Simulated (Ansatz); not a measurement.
**B2H (quartet): one geometry, many settings at angle B2–B1–H3 = 143.7°**

What do other methods and options give for B2H (quartet) at this geometry, and how long do they take?

Program: Ansatz 0.2.0, Gaussian basis. Level of theory: the settings change from run to run. These are calculated values, not measurements.

9 further runs of the same task are left out: 1 for a mislabelled method, 6 that didn't finish, 2 set aside as unsound or not needed.

**1. The system**

The geometry derives from a PBE0/def2-TZVP stationary point (not a proven minimum). One angle is set to the value named; bond lengths are kept.

3 atoms, charge 0, spin multiplicity 4.

Atoms are counted from 1 here; the program's logs count them from 0.

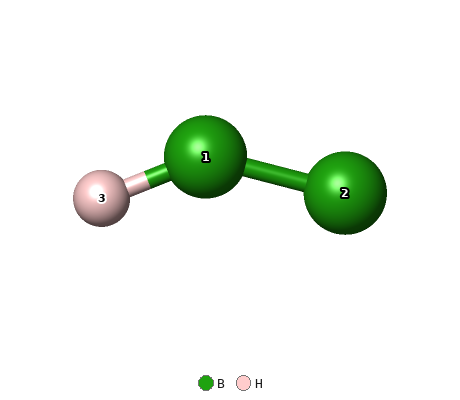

The structure; boron green, hydrogen pink; atoms are numbered from 1 in the order of the file.

Geometry (Å):

```xyz
3
charge 0, multiplicity 4
B    -0.2426    0.0000    0.6403
B     0.2310    0.0000   -0.8044
H     0.1244    0.0000    1.7600
```

**2. NEVPT4(SD)(5,4)/6-31G**

in.yaml reads:

```yaml
crystal:
  periodic: [false, false, false]
  atoms:
    - {symbol: B, position_ang: [-0.242611, 0.000000, 0.640345]}
    - {symbol: B, position_ang: [0.231011, 0.000000, -0.804432]}
    - {symbol: H, position_ang: [0.124420, 0.000000, 1.759968]}
basis:
  gaussian: {orbitals: 6-31G}
magnetization: {spin_polarized: false, initial_magnetization: 3}
correlation: {method: fic_nevpt4_sd, electrons: outside_noble_gas, active_space: {window: {electrons: 5, orbitals: 4}, states: [{multiplicity: 4, weights: [1, 1]}], root: 0}}
```

Command:

```bash
$ ansatz run in.yaml --threads 1 --pin off --events-out ev --progress --plain --max-ram 2393MiB
```

Log:

```text
Functional definition: HF
  name "HF"
  cite "Fock, Z. Phys. 61, 126 (1930) doi:10.1007/BF01340294"
  parent pbe
  exchange = exact_x
  correlation = 0
447 factors; integrals over basis functions are off by at most 1.3e-7 eV
mean field evaluation 1: about -1352.7535 eV, gradient 9.6e0 eV
mean field evaluation 2: about -1352.7596 eV, gradient 9.6e0 eV
mean field evaluation 4: about -1354.1225 eV, gradient 1.2e0 eV
mean field evaluation 8: about -1354.1605 eV, gradient 1.1e-1 eV
mean field evaluation 16: about -1352.4868 eV, gradient 1.1e1 eV
mean field -1354.16105134 eV, -49.7645007536 hartree, gradient 3.3e-6 eV, S^2 3.750000; 1 other end points of the search recorded, 0 dependent functions left out
reference -1354.16105134 eV, -49.7645007536 hartree; 7, 4 occupied and 13, 16 virtual orbitals, 447 factors
state -1354.12483962 eV, -49.7631699973 hartree
state -1347.43118074 eV, -49.5171825706 hartree
state -1354.12483962 eV, -49.7631699973 hartree; corrected -1356.46420178 eV, -49.8491399708 hartree
state -1347.43118074 eV, -49.5171825706 hartree; corrected -1350.80677948 eV, -49.6412335360 hartree
Total energy: -1356.46420178 eV, -49.8491399708 hartree
```

It took 0.42 s on 1 thread of Arm Neoverse V1, shared host.

From the report: 3 determinants; active occupations (of the averaged states) 1.50, 1.50, 1.00, 1.00.

**3. CCSD/6-31G***

in.yaml reads:

```yaml
crystal:
  periodic: [false, false, false]
  atoms:
    - {symbol: B, position_ang: [-0.242611, 0.000000, 0.640345]}
    - {symbol: B, position_ang: [0.231011, 0.000000, -0.804432]}
    - {symbol: H, position_ang: [0.124420, 0.000000, 1.759968]}
basis:
  gaussian: {orbitals: "6-31G*"}
magnetization: {spin_polarized: false, initial_magnetization: 3}
hamiltonian: {xc: {name: PBE0}}
correlation: {method: ccsd, electrons: outside_noble_gas}
```

Launched as before.

Log, shortened:

```text
Functional definition: PBE0
  name "PBE0"
  cite "Adamo & Barone, J. Chem. Phys. 110, 6158 (1999) doi:10.1063/1.478522"
  cite "Perdew, Burke & Ernzerhof, Phys. Rev. Lett. 77, 3865 (1996) doi:10.1103/PhysRevLett.77.3865"
  parent pbe
[...]
312 factors; integrals over basis functions are off by at most 1.2e-3 eV
[...]
mean field -1360.72561421 eV, -50.0057439894 hartree, gradient 2.4e-6 eV, S^2 3.750000; 0 other end points of the search recorded, 0 dependent functions left out
2 core orbitals not correlated: weight in the atoms' cores, before any rotation towards them, 1.000 or more for the frozen orbitals, at most 0.000 for the correlated occupied ones
reference -1354.30386060 eV, -49.7697488969 hartree; 5, 2 occupied and 25, 28 virtual orbitals, 312 factors
second order -2.87078993 eV of doubles, -0.12595050 eV of singles
cycle   1  -3.36149989 eV  change   -3.7e-1 eV  update   4.9e-2
[...]
cycle  10  -3.51757427 eV  change   -2.6e-6 eV  update   8.4e-6
Total energy: -1357.82143487 eV, -49.8990173669 hartree
```

Wall time 0.81 s (1 thread of Arm Neoverse V1, shared host).

From the report: correlation -3.5176 eV; T1 0.015; largest double amplitude 0.09. The orbitals are Kohn-Sham ones, so correlation energy and T1 don't compare with those on Hartree-Fock orbitals.

**4. BCCD on UHF/6-31++G****

in.yaml reads:

```yaml
crystal:
  periodic: [false, false, false]
  atoms:
    - {symbol: B, position_ang: [-0.242611, 0.000000, 0.640345]}
    - {symbol: B, position_ang: [0.231011, 0.000000, -0.804432]}
    - {symbol: H, position_ang: [0.124420, 0.000000, 1.759968]}
basis:
  gaussian: {orbitals: "6-31++G**"}
magnetization: {spin_polarized: true, initial_magnetization: 3}
correlation: {method: bccd, electrons: all}
output: {forces: true}
```

The command is unchanged.

Log:

```text
Functional definition: HF
  name "HF"
  cite "Fock, Z. Phys. 61, 126 (1930) doi:10.1007/BF01340294"
  parent pbe
  exchange = exact_x
  correlation = 0
387 factors; integrals over basis functions are off by at most 9.7e-4 eV
mean field evaluation 1: about -1353.1593 eV, gradient 1.0e1 eV
mean field evaluation 2: about -1353.1727 eV, gradient 1.0e1 eV
mean field evaluation 4: about -1354.5699 eV, gradient 1.8e0 eV
mean field evaluation 8: about -1354.6755 eV, gradient 1.6e-1 eV
mean field evaluation 16: about -1354.2903 eV, gradient 3.9e0 eV
mean field evaluation 32: about -1351.5764 eV, gradient 2.6e-3 eV
mean field -1354.67684951 eV, -49.7834559866 hartree, gradient 2.3e-6 eV, S^2 3.760450; 1 other end points of the search recorded, 0 dependent functions left out
determinant -1354.67684951 eV, -49.7834559866 hartree, with singles and doubles -1358.42314290 eV, -49.9211297292 hartree
determinant -1351.57636865 eV, -49.6695154165 hartree, with singles and doubles -1354.82291586 eV, -49.7888238259 hartree
reference -1354.67684951 eV, -49.7834559866 hartree; 7, 4 occupied and 37, 40 virtual orbitals, 387 factors
second order -3.09958490 eV of doubles, -0.00000000 eV of singles
cycle   1  -3.74164024 eV  change   -3.7e-1 eV  update   2.1e-2
cycle   2  -3.75273946 eV  change   -1.1e-2 eV  update   7.3e-3
cycle   3  -3.75627687 eV  change   -3.5e-3 eV  update   3.4e-3
cycle   4  -3.75734227 eV  change   -1.1e-3 eV  update   1.7e-3
cycle   5  -3.75740390 eV  change   -6.2e-5 eV  update   7.3e-4
cycle   6  -3.75739657 eV  change    7.3e-6 eV  update   2.3e-4
cycle   7  -3.75738582 eV  change    1.1e-5 eV  update   7.1e-5
cycle   8  -3.75737000 eV  change    1.6e-5 eV  update   3.0e-5
cycle   9  -3.75736500 eV  change    5.0e-6 eV  update   1.4e-5
cycle  10  -3.75736516 eV  change   -1.6e-7 eV  update   6.1e-6
cycle  11  -3.75736574 eV  change   -5.7e-7 eV  update   2.7e-6
cycle  12  -3.75736581 eV  change   -7.2e-8 eV  update   1.1e-6
cycle  13  -3.75736583 eV  change   -1.5e-8 eV  update   4.5e-7
the calculation of the forces begins
Total energy: -1358.43421534 eV, -49.9215366338 hartree
Atom 0 at    -0.242611     0.000000     0.640345 Å, force     1.135172     0.000000     0.484146 eV/Å
Atom 1 at     0.231011     0.000000    -0.804432 Å, force    -0.397429    -0.000000    -0.695186 eV/Å
Atom 2 at     0.124420     0.000000     1.759968 Å, force    -0.737743    -0.000000     0.211040 eV/Å
Dipole moment:     0.005053     0.000000     0.086705 e Å
```

It took 3.7 s on 1 thread of Arm Neoverse V1, shared host.

From the report: ⟨S²⟩ of the determinant 3.760 (pure quartet: 3.75); correlation -3.7574 eV; largest double amplitude 0.04.

**5. CCSDT on ROHF/cc-pVDZ**

in.yaml reads:

```yaml
crystal:
  periodic: [false, false, false]
  atoms:
    - {symbol: B, position_ang: [-0.242611, 0.000000, 0.640345]}
    - {symbol: B, position_ang: [0.231011, 0.000000, -0.804432]}
    - {symbol: H, position_ang: [0.124420, 0.000000, 1.759968]}
basis:
  gaussian: {orbitals: cc-pVDZ}
magnetization: {spin_polarized: false, initial_magnetization: 3}
correlation: {method: ccsdt, electrons: valence}
accuracy: high
output: {forces: true}
```

Launched as before.

Log, shortened:

```text
Functional definition: HF
  name "HF"
  cite "Fock, Z. Phys. 61, 126 (1930) doi:10.1007/BF01340294"
  parent pbe
[...]
658 factors; integrals over basis functions are off by at most 3.0e-9 eV
[...]
mean field -1354.65508972 eV, -49.7826563291 hartree, gradient 2.1e-8 eV, S^2 3.750000; 1 other end points of the search recorded, 0 dependent functions left out
determinant -1354.65508972 eV, -49.7826563291 hartree, with singles and doubles -1358.18140643 eV, -49.9122460777 hartree
determinant -1351.51931753 eV, -49.6674188267 hartree, with singles and doubles -1354.52424591 eV, -49.7778479078 hartree
2 core orbitals not correlated: weight in the atoms' cores, before any rotation towards them, 1.000 or more for the frozen orbitals, at most 0.000 for the correlated occupied ones
reference -1354.65508972 eV, -49.7826563291 hartree; 5, 2 occupied and 26, 29 virtual orbitals, 658 factors
second order -2.79239475 eV of doubles, -0.03521593 eV of singles
cycle   1  -3.31542058 eV  change   -4.9e-1 eV  update   6.4e-2
[...]
cycle  26  -3.67263343 eV  change  -3.5e-11 eV  update  7.7e-10
[...]
Total energy: -1358.32772315 eV, -49.9176231182 hartree
Atom 0 at    -0.242611     0.000000     0.640345 Å, force     0.668163    -0.000000     0.847965 eV/Å
Atom 1 at     0.231011     0.000000    -0.804432 Å, force    -0.102630     0.000000    -1.629369 eV/Å
Atom 2 at     0.124420     0.000000     1.759968 Å, force    -0.565533    -0.000000     0.781405 eV/Å
Dipole moment:    -0.003623    -0.000000     0.088562 e Å
```

Wall time 24 s (1 thread of Arm Neoverse V1, shared host); peak memory 0.31 GiB.

From the report: correlation -3.6726 eV; T1 0.027; largest double amplitude 0.09.

**6. CCSDT(Q)/B on UHF/cc-pVDZ**

in.yaml: that of step 5 with these lines changed.

```diff
@@ -8,5 +8,4 @@
   gaussian: {orbitals: cc-pVDZ}
-magnetization: {spin_polarized: false, initial_magnetization: 3}
-correlation: {method: ccsdt, electrons: valence}
-accuracy: high
+magnetization: {spin_polarized: true, initial_magnetization: 3}
+correlation: {method: ccsdt_q_b, electrons: outside_noble_gas, diis_vectors: 1}
 output: {forces: true}
```

The command is unchanged.

Log, shortened:

```text
Functional definition: HF
  name "HF"
  cite "Fock, Z. Phys. 61, 126 (1930) doi:10.1007/BF01340294"
  parent pbe
[...]
582 factors; integrals over basis functions are off by at most 1.5e-7 eV
[...]
mean field -1354.72462396 eV, -49.7852116652 hartree, gradient 3.0e-6 eV, S^2 3.760230; 1 other end points of the search recorded, 0 dependent functions left out
determinant -1354.72462396 eV, -49.7852116652 hartree, with singles and doubles -1358.18383060 eV, -49.9123351644 hartree
determinant -1351.58998939 eV, -49.6700159695 hartree, with singles and doubles -1354.52605225 eV, -49.7779142894 hartree
2 core orbitals not correlated: weight in the atoms' cores, before any rotation towards them, 1.000 or more for the frozen orbitals, at most 0.000 for the correlated occupied ones
reference -1354.72462396 eV, -49.7852116652 hartree; 5, 2 occupied and 26, 29 virtual orbitals, 582 factors
second order -2.74888484 eV of doubles, -0.00000000 eV of singles
cycle   1  -3.23885503 eV  change   -4.9e-1 eV  update   6.4e-2
[...]
cycle  29  -3.60374704 eV  change   -1.0e-7 eV  update   3.3e-7
perturbative correction -0.00611056 eV, -0.0002245589 hartree
[...]
Total energy: -1358.33448155 eV, -49.9178714850 hartree
Atom 0 at    -0.242611     0.000000     0.640345 Å, force     0.660874     0.000000     0.860387 eV/Å
Atom 1 at     0.231011     0.000000    -0.804432 Å, force    -0.097076    -0.000000    -1.643643 eV/Å
Atom 2 at     0.124420     0.000000     1.759968 Å, force    -0.563798     0.000000     0.783256 eV/Å
Dipole moment:    -0.003661     0.000000     0.088647 e Å
```

It took 34 s on 1 thread of Arm Neoverse V1, shared host; peak memory 0.44 GiB.

From the report: ⟨S²⟩ of the determinant 3.760 (pure quartet: 3.75); correlation -3.6099 eV; T1 0.025; largest double amplitude 0.09.

**7. The runs in one table**

| level | correlated | functions | energy (eV) | time |
| --- | --- | --- | --- | --- |
| NEVPT4(SD)(5,4)/6-31G (lowest root of an average) | outside noble gas | 20 | -1356.4642 | 0.42 s |
| CCSD/6-31G* (on PBE0 orbitals) | outside noble gas | 32 | -1357.8214 | 0.81 s |
| BCCD on UHF/6-31++G** | all | 44 | -1358.4342 | 3.7 s |
| CCSDT on ROHF/cc-pVDZ | valence | 33 | -1358.3277 | 24 s |
| CCSDT(Q)/B on UHF/cc-pVDZ | outside noble gas | 33 | -1358.3345 | 34 s |

**8. What came out**

```
quantity                                                      value
    runs                                                          5
quickest  NEVPT4(SD)(5,4)/6-31G (lowest root of an average), 0.42 s
 slowest                            CCSDT(Q)/B on UHF/cc-pVDZ, 34 s
```

What this shows: Total energies in different bases, with other cores or another treatment of relativity can't be set against each other. CCSDT(Q)/B on UHF/cc-pVDZ took 80 times as long as NEVPT4(SD)(5,4)/6-31G (lowest root of an average); the jobs differ in more than the method.
